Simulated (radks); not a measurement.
**Be with its nuclear charge varied continuously**

What is the energy between the elements? 4 electrons are held in [He] 2s2 while Z is changed in small steps.

Method: non-relativistic Kohn-Sham, PBE, spin-unpolarised, spherical densities, point nucleus. Code: radks (a radial shooting solver on a logarithmic mesh, Libxc functionals) version 1.

### Step 1. The system

* element: beryllium (Z = 4)
* charge: 0
* electrons: 4
* configuration: [He] 2s2

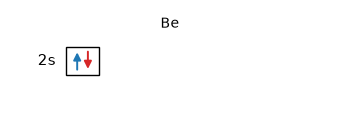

Occupation of the outer shells (arrows by Hund's rule).

In the logs a row gives level, spin channel, occupation and eigenvalue; Etot, Ekin, Encl (electron-nucleus), Eh (Hartree) and Exc are energies, all in hartree; err is the last residual, it the number of iterations.

### Step 2. Z = 4

Input:

```text
Z 4
configuration [He] 2s2
relativity non-relativistic
functional pbe,pbe
spin unpolarised
nucleus point
```

Output:

```text
1s      1   2.0000          -3.90261099
2s      1   2.0000          -0.20612043
Etot -14.6299477158595
Ekin 14.558330745456768
Encl -33.6380506677487
Eh 7.168777942802514
Exc -2.7190057363700806
err 6.833878926181137e-10
it 13
```

The top filled level is 2s, -5.609 eV.

From the orbitals of this run (lengths in bohr):

| level | occupation | energy (eV) | <r> | outermost maximum (interpolated) | 90 % within | nodes |
| --- | --- | --- | --- | --- | --- | --- |
| 1s | 2 | -106.20 | 0.4209 | 0.266 | 0.760 | 0 |
| 2s | 2 | -5.609 | 2.604 | 2.04 | 4.14 | 1 |

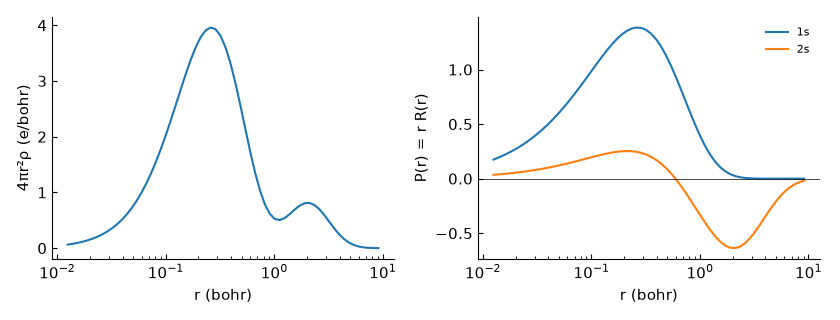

Left: shells in the radial density. Right: radial functions of the outer levels.

### Step 3. Z = 3.8

Changes since step 2:

```diff
@@ -1,2 +1,2 @@
-Z 4
+Z 3.8
 configuration [He] 2s2
```

Output:

```text
1s      1   2.0000          -3.38281849
2s      1   2.0000          -0.13549346
Etot -12.99829787659073
Ekin 12.928760170143592
Encl -30.046075391756002
Eh 6.672191398495971
Exc -2.553174053474293
err 4.5281450203335036e-10
it 13
```

E − E(step 2, Z = 4) = +44.399 eV. 2s is the highest filled level (-3.687 eV).

### Step 4. Z = 3.9

Changes since step 3:

```diff
@@ -1,2 +1,2 @@
-Z 3.8
+Z 3.9
 configuration [He] 2s2
```

Output:

```text
1s      1   2.0000          -3.63755730
2s      1   2.0000          -0.16945832
Etot -13.801556673199102
Ekin 13.730951453352903
Encl -31.81729227709708
Eh 6.920952581636287
Exc -2.6361684310912077
err 4.019973001689707e-10
it 13
```

E − E(step 2, Z = 4) = +22.542 eV. The top filled level is 2s, -4.611 eV.

### Step 5. Z = 4.1

Changes since step 4:

```diff
@@ -1,2 +1,2 @@
-Z 3.9
+Z 4.1
 configuration [He] 2s2
```

Output:

```text
1s      1   2.0000          -4.17793572
2s      1   2.0000          -0.24545198
Etot -15.483454062698927
Ekin 15.410876002406665
Encl -35.50842202736976
Eh 7.4157998873778395
Exc -2.8017079251136736
err 4.3752133462505594e-10
it 13
```

E − E(step 2, Z = 4) = -23.225 eV. 2s is the highest filled level (-6.679 eV).

### Step 6. Z = 4.2

Changes since step 5:

```diff
@@ -1,2 +1,2 @@
-Z 4.1
+Z 4.2
 configuration [He] 2s2
```

Output:

```text
1s      1   2.0000          -4.46349569
2s      1   2.0000          -0.28743029
Etot -16.362061540123978
Ekin 16.28856868459136
Encl -37.42846359049261
Eh 7.662126115297966
Exc -2.8842927495206934
err 3.3699365114288724e-10
it 13
```

E − E(step 2, Z = 4) = -47.133 eV. 2s is the highest filled level (-7.821 eV).

### Step 7. Z = 4.3

Changes since step 6:

```diff
@@ -1,2 +1,2 @@
-Z 4.2
+Z 4.3
 configuration [He] 2s2
```

Output:

```text
1s      1   2.0000          -4.75926128
2s      1   2.0000          -0.33203660
Etot -17.26575819036723
Ekin 17.19139304789047
Encl -39.398221830095906
Eh 7.907845368534838
Exc -2.9667747766966333
err 2.844869557661194e-10
it 13
```

Energy against step 2 (Z = 4): -71.724 eV. The top filled level is 2s, -9.035 eV.

### Step 8. Z = 4.4

Changes since step 7:

```diff
@@ -1,2 +1,2 @@
-Z 4.3
+Z 4.4
 configuration [He] 2s2
```

Output:

```text
1s      1   2.0000          -5.06520775
2s      1   2.0000          -0.37925528
Etot -18.194533850049414
Ekin 18.119335613492268
Encl -41.41773492365421
Eh 8.153031569853663
Exc -3.0491661097411358
err 2.4102109940375467e-10
it 13
```

E − E(step 2, Z = 4) = -96.997 eV. 2s is the highest filled level (-10.320 eV).

### Step 9. Z = 4.5

Changes since step 8:

```diff
@@ -1,2 +1,2 @@
-Z 4.4
+Z 4.5
 configuration [He] 2s2
```

Output:

```text
1s      1   2.0000          -5.38131425
2s      1   2.0000          -0.42907313
Etot -19.14837982351435
Ekin 19.07238475866089
Encl -43.487034548750174
Eh 8.39774687882172
Exc -3.1314769122467867
err 2.0877001751899046e-10
it 13
```

E − E(step 2, Z = 4) = -122.953 eV. The top filled level is 2s, -11.676 eV.

### Step 10. Z = 4.6

Changes since step 9:

```diff
@@ -1,2 +1,2 @@
-Z 4.5
+Z 4.6
 configuration [He] 2s2
```

Output:

```text
1s      1   2.0000          -5.70756308
2s      1   2.0000          -0.48147894
Etot -20.12728862622272
Ekin 20.05053039646492
Encl -45.60614722023465
Eh 8.642043996271575
Exc -3.2137157987245715
err 1.8559998393569981e-10
it 13
```

E − E(step 2, Z = 4) = -149.590 eV. Highest occupied level: 2s at -13.102 eV.

### Step 11. Z = 4.7

Changes since step 10:

```diff
@@ -1,2 +1,2 @@
-Z 4.6
+Z 4.7
 configuration [He] 2s2
```

Output:

```text
1s      1   2.0000          -6.04393909
2s      1   2.0000          -0.53646312
Etot -21.131253780856763
Ekin 21.053763722005016
Encl -47.7750953046208
Eh 8.885967932662698
Exc -3.295890130903678
err 1.6229855924951694e-10
it 13
```

Energy against step 2 (Z = 4): -176.910 eV. Highest occupied level: 2s at -14.598 eV.

### Step 12. Z = 4.8

Changes since step 11:

```diff
@@ -1,2 +1,2 @@
-Z 4.7
+Z 4.8
 configuration [He] 2s2
```

Output:

```text
1s      1   2.0000          -6.39042922
2s      1   2.0000          -0.59401741
Etot -22.16026965367401
Ekin 22.082077008992016
Encl -49.99389780125418
Eh 9.129557384824368
Exc -3.3780062462362146
err 2.576115526650055e-10
it 13
```

Energy against step 2 (Z = 4): -204.910 eV. 2s is the highest filled level (-16.164 eV).

### Step 13. Z = 4.9

Changes since step 12:

```diff
@@ -1,2 +1,2 @@
-Z 4.8
+Z 4.9
 configuration [He] 2s2
```

Output:

```text
1s      1   2.0000          -6.74702219
2s      1   2.0000          -0.65413467
Etot -23.21433132199161
Ekin 23.13546344429303
Encl -52.26257095071337
Eh 9.372845820938615
Exc -3.460069636509888
err 2.2318725219305757e-10
it 13
```

Energy against step 2 (Z = 4): -233.593 eV. Highest occupied level: 2s at -17.800 eV.

### Step 14. Z = 5

Changes since step 13:

```diff
@@ -1,2 +1,2 @@
-Z 4.9
+Z 5
 configuration [He] 2s2
```

Output:

```text
1s      1   2.0000          -7.11370816
2s      1   2.0000          -0.71680866
Etot -24.29343446601376
Ekin 24.2139169940504
Encl -54.581128716847516
Eh 9.615862346207903
Exc -3.5420850894245497
err 1.9035595021546848e-10
it 13
```

E − E(step 2, Z = 4) = -262.957 eV. The top filled level is 2s, -19.505 eV.

### Step 15. All runs together

| Z | E (hartree) | E(electron-nucleus)/Z (hartree) | highest level | its energy (eV) | <r> (bohr) |
| --- | --- | --- | --- | --- | --- |
| 3.8 | -12.99830 | -7.90686 | 2s | -3.687 | 2.882 |
| 3.9 | -13.80156 | -8.15828 | 2s | -4.611 | 2.735 |
| 4 | -14.62995 | -8.40951 | 2s | -5.609 | 2.604 |
| 4.1 | -15.48345 | -8.66059 | 2s | -6.679 | 2.486 |
| 4.2 | -16.36206 | -8.91154 | 2s | -7.821 | 2.379 |
| 4.3 | -17.26576 | -9.16238 | 2s | -9.035 | 2.281 |
| 4.4 | -18.19453 | -9.41312 | 2s | -10.320 | 2.192 |
| 4.5 | -19.14838 | -9.66379 | 2s | -11.676 | 2.110 |
| 4.6 | -20.12729 | -9.91438 | 2s | -13.102 | 2.034 |
| 4.7 | -21.13125 | -10.1649 | 2s | -14.598 | 1.963 |
| 4.8 | -22.16027 | -10.4154 | 2s | -16.164 | 1.898 |
| 4.9 | -23.21433 | -10.6658 | 2s | -17.800 | 1.837 |
| 5 | -24.29343 | -10.9162 | 2s | -19.505 | 1.780 |

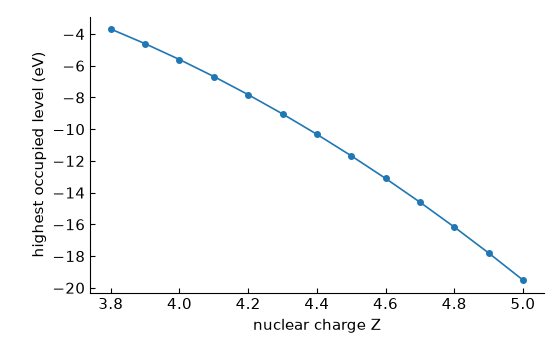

The highest occupied level against the nuclear charge.

**Reading.** At Z = 4 the central difference of E is -8.409 hartree, against -8.410 from the Hellmann-Feynman theorem. The top level goes from -3.687 eV at Z = 3.8 to -19.505 eV at Z = 5.
